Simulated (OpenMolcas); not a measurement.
**V²⁺ complex: multiconfigurational calculation**

System: V²⁺ with 8 ligands (F; cube, 2.225 Å), embedded in SrF2 by model potentials and point charges, whose field is part of the energies.
Method: state-averaged CASSCF, active space 3 electrons in the shell 3d, basis ANO-RCC-VDZP on the metal and ANO-RCC-VDZP on the ligands, DKH2 scalar Hamiltonian, spin-orbit coupling by RASSI with atomic mean-field integrals (OpenMolcas).

## Input
```
&GATEWAY
Basis set
V.ANO-RCC-VDZP.
V1 0.0 0.0 0.0 Angstrom
End of basis
Basis set
F.ANO-RCC-VDZP.
L1 1.284604 1.284604 1.284604 Angstrom
L2 1.284604 1.284604 -1.284604 Angstrom
L3 1.284604 -1.284604 1.284604 Angstrom
L4 1.284604 -1.284604 -1.284604 Angstrom
End of basis
Basis set
Sr.EMB-AIMP.Pascual.0s.0s.ECP.SrF2.
PseudoCharge
* 21 symmetry-unique lattice sites within 7.6 angstrom
End of basis
Basis set
F.EMB-AIMP.Pascual.0s.0s.ECP.SrF2.
PseudoCharge
* 40 symmetry-unique lattice sites within 7.6 angstrom
End of basis
Symmetry
XYZ
AngMom=0.0 0.0 0.0
AMFI
RICD
XField
1348 Angstrom 0
* Evjen-weighted lattice charges
&SEWARD
&RASSCF
FileOrb=start.orb
Symmetry=1
Spin=4
nActEl=3 0 0
Inactive=23 26
Ras2=5 0
CIRoot=10 10 1
SDav=10
CIMx=300
Iter=150 100
PrWF=0.3
OrbListing=Nothing
MaxOrb=0
LevShft=1.0
>>> COPY $Project.JobIph JOB001
&RASSCF
FileOrb=start.orb
Symmetry=1
Spin=2
nActEl=3 0 0
Inactive=23 26
Ras2=5 0
CIRoot=40 40 1
SDav=40
CIMx=300
Iter=150 100
PrWF=0.3
OrbListing=Nothing
MaxOrb=0
LevShft=1.0
>>> COPY $Project.JobIph JOB002
&RASSI
NrOfJobIphs=2 10 40
1 2 3 4 5 6 7 8 9 10
1 2 3 4 5 6 7 8 9 10 11 12 13 14 15 16 17 18 19 20 21 22 23 24 25 26 27
28 29 30 31 32 33 34 35 36 37 38 39 40
IphNames
JOB001
JOB002
EJob
SpinOrbit
DIPRint=1.0
SOCoupling=1000.0
Subsets=2
Property=9
'ANGMOM' 1 'ANGMOM' 2 'ANGMOM' 3 'MLTPL  1' 1 'MLTPL  1' 2 'MLTPL  1' 3
'AMFI' 1 'AMFI' 2 'AMFI' 3
SOProperty=3
'ANGMOM' 1 'ANGMOM' 2 'ANGMOM' 3
```

The file start.orb holds starting orbitals from an earlier step. A driver script formed the levels outside the program, from RASSI's spin-orbit matrix and the active-space energies, averaged over the components of each term or state.

Run as:
```bash
OMP_NUM_THREADS=1 MOLCAS_MEM=2457 MOLCAS_PROJECT=a pymolcas a.inp > a.log  # once for each step of the input, in one work folder
```

## Log (extracts)
```
--- SEWARD ---
Basis set label: V.ANO-RCC...5S4P2D1F.

      Electronic valence basis set:
      ------------------
      Associated Effective Charge  23.000000 au
      Associated Actual Charge     23.000000 au
      Nuclear Model: Point charge

      Shell  nPrim  nBasis  Cartesian Spherical Contaminant
         s      21       5        X
         p      15       4        X
         d      10       2                 X
         f       6       1                 X
                  Relativistic Douglas-Kroll-Hess integrals:
                    - DKH order of Hamiltonian: 2
                    - DKH order of Properties : 0
                  Atomic mean-field integrals
--- RASSCF ---
Wave function specifications:
      -----------------------------

      Number of closed shell electrons          98
      Number of electrons in active shells       3
      Max number of holes in RAS1 space          0
      Max nr of electrons in RAS3 space          0
      Number of inactive orbitals               49
      Number of active orbitals                  5
      Number of secondary orbitals              92
      Spin quantum number                      1.5
      State symmetry                             1
Orbital specifications:
      -----------------------

      Symmetry species                           1   2
                                                ag  au
      Frozen orbitals                            0   0
      Inactive orbitals                         23  26
      Active orbitals                            5   0
      RAS1 orbitals                              0   0
      RAS2 orbitals                              5   0
      RAS3 orbitals                              0   0
      Secondary orbitals                        43  49
      Deleted orbitals                           0   0
      Number of basis functions                 71  75
      Number of CSFs                            10
      Number of root(s) required                10
      Iter CI   SX   CI       RASSCF       Energy    max ROT     max BLB   max BLB  Level Ln srch  Step   QN
          iter iter root      energy       change     param      element    value   shift minimum  type update
 Nr of preliminary CI iterations:   1
      Total energies have been shifted. Add                -1000.00 au
        1   1   10    0  -745.59038260    0.00E+00  -6.50E-02   26  70 2 -3.33E-01*  0.69   0.00    SX    NO
        2   1    9    0  -746.38744000   -7.97E-01* -2.71E-02   26  70 2 -3.94E-02*  0.78   0.00    SX    NO
        3   1    9    0  -746.41858465   -3.11E-02* -7.34E-03   23  67 2  2.19E-02*  0.81   0.00    SX    NO
        4   1    8    0  -746.42285508   -4.27E-03* -2.78E-03    6  39 2  6.75E-03*  0.82   0.00    SX    NO
        5   1    8    0  -746.42382919   -9.74E-04* -2.77E-03   16  29 2  3.75E-03*  0.82   2.02    LS   YES
        6   1    8    0  -746.42416409   -3.35E-04* -1.17E-03   16  29 2  1.18E-03*  0.82   1.03    QN   YES
        7   1    7    0  -746.42420364   -3.96E-05* -9.07E-04    6  39 2 -1.06E-03*  0.82   1.78    LS   YES
        8   1    7    0  -746.42421288   -9.23E-06* -1.44E-04    4  37 2 -1.04E-03*  0.82   1.00    QN   YES
        9   1    6    0  -746.42421687   -3.99E-06*  5.97E-05    6  29 2  1.69E-04*  0.82   1.21    QN   YES
       10   1    6    0  -746.42421735   -4.82E-07*  5.26E-05   23  67 2  9.17E-05   0.82   1.88    LS   YES
       11   1    6    0  -746.42421732    3.05E-08*  2.10E-05    4  37 2  1.65E-04*  0.82   0.43    LS   YES
       12   1    6    0  -746.42421739   -6.72E-08*  2.97E-05    4  37 2  1.31E-04*  0.82   1.34    QN   YES
       13   1    5    0  -746.42421744   -5.11E-08* -1.37E-05    4  37 2  3.52E-05   0.82   1.33    QN   YES
       14   1    4    0  -746.42421744   -3.94E-09  -2.05E-05   23  67 2 -5.84E-06   0.82   2.50    LS   YES
      Convergence after 14 iterations
       15   1    4    0  -746.42421744    8.77E-09  -2.05E-05    4  37 2 -5.45E-05   0.82   2.50    LS   YES
      Natural orbitals and occupation numbers for root  1
      sym 1:   0.013265   0.013265   1.000000   0.986735   0.986735
      Natural orbitals and occupation numbers for root  2
      sym 1:   1.000000   0.023277   0.023277   0.976723   0.976723
      Natural orbitals and occupation numbers for root  3
      sym 1:   0.951922   0.048078   1.000000   0.048078   0.951922
::    RASSCF root number  1 Total energy:  -1746.46326691
::    RASSCF root number  2 Total energy:  -1746.46326691
::    RASSCF root number  3 Total energy:  -1746.46326691
::    RASSCF root number  4 Total energy:  -1746.43811053
::    RASSCF root number  5 Total energy:  -1746.43811053
::    RASSCF root number  6 Total energy:  -1746.43811053
::    RASSCF root number  7 Total energy:  -1746.40771540
::    RASSCF root number  8 Total energy:  -1746.37677555
::    RASSCF root number  9 Total energy:  -1746.37677555
::    RASSCF root number 10 Total energy:  -1746.37677555
--- RASSCF ---
Wave function specifications:
      -----------------------------

      Number of closed shell electrons          98
      Number of electrons in active shells       3
      Max number of holes in RAS1 space          0
      Max nr of electrons in RAS3 space          0
      Number of inactive orbitals               49
      Number of active orbitals                  5
      Number of secondary orbitals              92
      Spin quantum number                      0.5
      State symmetry                             1
Orbital specifications:
      -----------------------

      Symmetry species                           1   2
                                                ag  au
      Frozen orbitals                            0   0
      Inactive orbitals                         23  26
      Active orbitals                            5   0
      RAS1 orbitals                              0   0
      RAS2 orbitals                              5   0
      RAS3 orbitals                              0   0
      Secondary orbitals                        43  49
      Deleted orbitals                           0   0
      Number of basis functions                 71  75
      Number of CSFs                            40
      Number of root(s) required                40
      Iter CI   SX   CI       RASSCF       Energy    max ROT     max BLB   max BLB  Level Ln srch  Step   QN
          iter iter root      energy       change     param      element    value   shift minimum  type update
 Nr of preliminary CI iterations:   1
      Total energies have been shifted. Add                -1000.00 au
        1   1   10    0  -746.32881764    0.00E+00  -1.04E-02   25  31 1 -1.15E-02*  0.82   0.00    SX    NO
        2   1    9    0  -746.32968557   -8.68E-04*  2.80E-03    9  39 2 -7.37E-03*  0.81   0.00    SX    NO
        3   1    9    0  -746.32983945   -1.54E-04* -1.45E-03    9  39 2 -2.20E-03*  0.81   0.00    SX    NO
        4   1    8    0  -746.32987591   -3.65E-05*  6.82E-04    9  39 2 -1.07E-03*  0.81   0.00    SX    NO
        5   1    8    0  -746.32988536   -9.45E-06*  7.40E-04    9  39 2 -4.59E-04*  0.81   2.09    LS   YES
        6   1    6    0  -746.32988883   -3.47E-06* -6.50E-05    9  39 2  2.06E-04*  0.81   0.99    QN   YES
        7   1    6    0  -746.32988894   -1.11E-07* -9.75E-05   12  29 1  7.18E-05   0.81   2.50    LS   YES
        8   1    6    0  -746.32988896   -2.41E-08* -3.06E-05    9  39 2 -1.47E-04*  0.81   0.61    QN   YES
        9   1    5    0  -746.32988899   -2.44E-08* -4.70E-06   12  29 1  1.05E-05   0.81   1.04    QN   YES
       10   1    4    0  -746.32988899    1.04E-09  -3.44E-06   12  29 1  6.94E-06   0.81   0.13    QN   YES
      Convergence after 10 iterations
       11   1    4    0  -746.32988899   -4.48E-10  -3.44E-06   12  29 1  2.63E-06   0.81   0.13    QN   YES
      Natural orbitals and occupation numbers for root  1
      sym 1:   0.987374   0.060470   0.028634   0.060983   1.862539
      Natural orbitals and occupation numbers for root  2
      sym 1:   1.862539   0.039588   0.071425   0.039075   0.987374
      Natural orbitals and occupation numbers for root  3
      sym 1:   1.088033   0.392581   0.512044   0.221857   0.785484
::    RASSCF root number  1 Total energy:  -1746.41530201
::    RASSCF root number  2 Total energy:  -1746.41530201
::    RASSCF root number  3 Total energy:  -1746.39278076
::    RASSCF root number  4 Total energy:  -1746.39278076
::    RASSCF root number  5 Total energy:  -1746.39278076
::    RASSCF root number  6 Total energy:  -1746.39163736
::    RASSCF root number  7 Total energy:  -1746.39163736
::    RASSCF root number  8 Total energy:  -1746.39163736
::    RASSCF root number  9 Total energy:  -1746.37212895
::    RASSCF root number 10 Total energy:  -1746.37212895
::    RASSCF root number 11 Total energy:  -1746.37212895
::    RASSCF root number 12 Total energy:  -1746.37023377
::    RASSCF root number 13 Total energy:  -1746.36033420
::    RASSCF root number 14 Total energy:  -1746.36033420
::    RASSCF root number 15 Total energy:  -1746.36033420
::    RASSCF root number 16 Total energy:  -1746.35433781
::    RASSCF root number 17 Total energy:  -1746.35433781
::    RASSCF root number 18 Total energy:  -1746.35433781
::    RASSCF root number 19 Total energy:  -1746.34555763
::    RASSCF root number 20 Total energy:  -1746.34555763
::    RASSCF root number 21 Total energy:  -1746.33418167
::    RASSCF root number 22 Total energy:  -1746.33418167
::    RASSCF root number 23 Total energy:  -1746.33418167
::    RASSCF root number 24 Total energy:  -1746.33121279
::    RASSCF root number 25 Total energy:  -1746.33121279
::    RASSCF root number 26 Total energy:  -1746.33121279
::    RASSCF root number 27 Total energy:  -1746.32991549
::    RASSCF root number 28 Total energy:  -1746.32991549
::    RASSCF root number 29 Total energy:  -1746.29522576
::    RASSCF root number 30 Total energy:  -1746.29522576
--- RASSI ---
SPIN-FREE ENERGIES:
  (Shifted by EMIN (a.u.) =      -1746.4632669086)

 SF State       Relative EMIN(au)   Rel lowest level(eV)    D:o, cm**(-1)

     1             0.0000000000        0.0000000000              0.0000
     2             0.0000000000        0.0000000000              0.0000
     3             0.0000000000        0.0000000000              0.0000
     4             0.0251563820        0.6845400275           5521.1877
     5             0.0251563820        0.6845400275           5521.1877
     6             0.0251563820        0.6845400275           5521.1877
    11             0.0479649010        1.3051914477          10527.0790
    12             0.0479649010        1.3051914477          10527.0790
     7             0.0555515122        1.5116336542          12192.1477
    13             0.0704861526        1.9180259234          15469.9224
    14             0.0704861526        1.9180259234          15469.9224
    15             0.0704861526        1.9180259234          15469.9224
    16             0.0716295522        1.9491394127          15720.8696
    17             0.0716295522        1.9491394127          15720.8696
    18             0.0716295522        1.9491394127          15720.8696
     9             0.0864913588        2.3535497725          18982.6591
     8             0.0864913588        2.3535497725          18982.6591
    10             0.0864913593        2.3535497850          18982.6592
    19             0.0911379581        2.4799901798          20002.4698
    20             0.0911379581        2.4799901798          20002.4698
    21             0.0911379581        2.4799901798          20002.4698
    22             0.0930331368        2.5315606186          20418.4134
    23             0.1029327054        2.8009416035          22591.1176
    24             0.1029327054        2.8009416035          22591.1176
    25             0.1029327054        2.8009416035          22591.1176
    26             0.1089291018        2.9641118627          23907.1745
    27             0.1089291018        2.9641118627          23907.1745
    28             0.1089291018        2.9641118627          23907.1745
    29             0.1177092781        3.2030326310          25834.2004
    30             0.1177092781        3.2030326310          25834.2004
    31             0.1290852423        3.5125883861          28330.9360
    32             0.1290852423        3.5125883861          28330.9360
    33             0.1290852423        3.5125883861          28330.9360
    34             0.1320541180        3.5933756101          28982.5289
    35             0.1320541180        3.5933756101          28982.5289
    36             0.1320541180        3.5933756101          28982.5289
    37             0.1333514214        3.6286770330          29267.2540
    38             0.1333514214        3.6286770330          29267.2540
    39             0.1680411474        4.5726325659          36880.7689
    40             0.1680411474        4.5726325659          36880.7689
Eigenvalues of complex Hamiltonian:
   -----------------------------------
  (Shifted by EMIN (a.u.) =      -1746.4632669086)

 SO State       Relative EMIN(au)   Rel lowest level(eV)    D:o, cm**(-1)

     1            -0.0006780768        0.0000000001              0.0000
     2            -0.0006780768        0.0000000001              0.0000
     3            -0.0006780768        0.0000000000              0.0000
     4            -0.0006780768        0.0000000000              0.0000
     5            -0.0006205629        0.0015650350             12.6229
     6            -0.0006205629        0.0015650350             12.6229
     7             0.0003623659        0.0283118878            228.3508
     8             0.0003623659        0.0283118878            228.3508
     9             0.0003623659        0.0283118880            228.3508
    10             0.0003623659        0.0283118880            228.3508
    11             0.0009824309        0.0451847161            364.4393
    12             0.0009824309        0.0451847161            364.4393
    13             0.0247979041        0.6932367565           5591.3315
    14             0.0247979041        0.6932367565           5591.3315
    15             0.0249704598        0.6979322357           5629.2031
    16             0.0249704598        0.6979322357           5629.2031
    17             0.0249704598        0.6979322358           5629.2031
    18             0.0249704598        0.6979322358           5629.2031
    19             0.0253636466        0.7086313954           5715.4977
    20             0.0253636466        0.7086313954           5715.4977
    21             0.0253948466        0.7094803906           5722.3453
    22             0.0253948466        0.7094803906           5722.3453
    23             0.0253948466        0.7094803906           5722.3453
    24             0.0253948466        0.7094803906           5722.3453
    25             0.0479442441        1.3230807562          10671.3660
    26             0.0479442441        1.3230807562          10671.3660
    27             0.0479442441        1.3230807561          10671.3660
    28             0.0479442441        1.3230807561          10671.3660
    29             0.0555547109        1.5301721073          12341.6704
    30             0.0555547109        1.5301721073          12341.6704
    31             0.0555547109        1.5301721073          12341.6704
    32             0.0555547109        1.5301721073          12341.6704
    33             0.0700371999        1.9242607095          15520.2093
    34             0.0700371999        1.9242607095          15520.2093
    35             0.0705879204        1.9392465761          15641.0785
    36             0.0705879204        1.9392465761          15641.0785
    37             0.0705879203        1.9392465752          15641.0785
    38             0.0705879203        1.9392465752          15641.0785
    39             0.0711853669        1.9555039232          15772.2028
    40             0.0711853669        1.9555039232          15772.2028
    41             0.0719907902        1.9774206086          15948.9728
Weights of the five most important spin-orbit-free states for each spin-orbit state.

 SO State  Total energy (au)           Spin-free states, spin, and weights
 -------------------------------------------------------------------------------------------------------
    1        -0.000678       3 1.5  0.3964    2 1.5  0.3583    1 1.5  0.2430    4 1.5  0.0010    5 1.5  0.0005
    2        -0.000678       2 1.5  0.3639    3 1.5  0.3607    1 1.5  0.2732    4 1.5  0.0010    5 1.5  0.0006
    3        -0.000678       1 1.5  0.4010    3 1.5  0.3083    2 1.5  0.2885    6 1.5  0.0010    5 1.5  0.0006
    4        -0.000678       1 1.5  0.4132    2 1.5  0.3197    3 1.5  0.2649    6 1.5  0.0010    5 1.5  0.0007
    5        -0.000621       2 1.5  0.3332    3 1.5  0.3332    1 1.5  0.3332    4 1.5  0.0001    5 1.5  0.0001
    6        -0.000621       2 1.5  0.3332    3 1.5  0.3332    1 1.5  0.3332    4 1.5  0.0001    5 1.5  0.0001
    7         0.000362       2 1.5  0.4660    3 1.5  0.4397    1 1.5  0.0931    4 1.5  0.0003    6 1.5  0.0003
    8         0.000362       2 1.5  0.4834    3 1.5  0.4151    1 1.5  0.1003    4 1.5  0.0003    5 1.5  0.0003
    9         0.000362       1 1.5  0.5732    3 1.5  0.2301    2 1.5  0.1955    5 1.5  0.0003    6 1.5  0.0003
   10         0.000362       1 1.5  0.5651    3 1.5  0.2468    2 1.5  0.1869    6 1.5  0.0003    4 1.5  0.0003
   11         0.000982       1 1.5  0.3332    3 1.5  0.3332    2 1.5  0.3332   22 0.5  0.0001    4 1.5  0.0001
   12         0.000982       1 1.5  0.3332    3 1.5  0.3332    2 1.5  0.3332   22 0.5  0.0001    4 1.5  0.0001
```

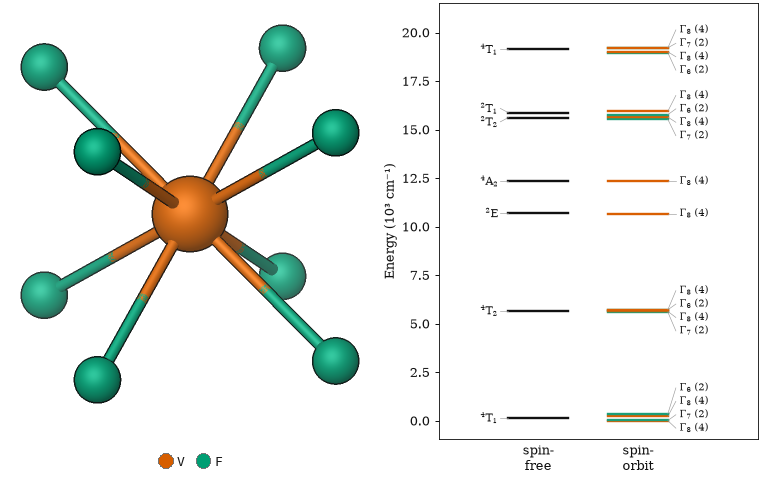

**Figure 1.** V²⁺ (3d³) as a dopant in SrF₂, a cluster with its 8 nearest F⁻ at 2.225 Å (cube) embedded in model potentials and point charges; the geometry was set, not optimised, and its levels. Labels give the representation in O, Td, D4 or D3 as the site allows (double group for half-integer spin) where it could be assigned and, in brackets, the degeneracy; spin-free states, where drawn, share the zero of the spin-orbit levels. The ground level is Γ₈, 4-fold degenerate, 100 % from states of spin multiplicity 4. The next level lies at 13 cm⁻¹ (Γ₇). The lowest spin-free state is ⁴T₁, from the free-ion F term; of the same spin there follow at 5,520 cm⁻¹ (⁴T₂), 12,200 cm⁻¹ (⁴A₂) and 19,000 cm⁻¹ (⁴T₁) above it. The active orbitals hold 95 to 98 % metal character (Löwdin), and the Mulliken charge of the metal is +1.80.

## Summary

| quantity | value |
| --- | --- |
| outcome | converged |
| energy of the lowest spin-free term | −1746.46327 hartree |
| energy of the lowest spin-orbit level | −1746.46394 hartree |
| largest spread among components of a term | 0.0 cm⁻¹ |
| hardware | 1 thread of Arm Neoverse V1, 24 GiB of memory available, shared host |
| wall time | 26 s |
| peak memory | 0.18 GiB |

## Notes

Without dynamic correlation the splittings between terms come out too large, often by 20 to 50 %. Caveats: the geometry is set by hand, with no relaxation.
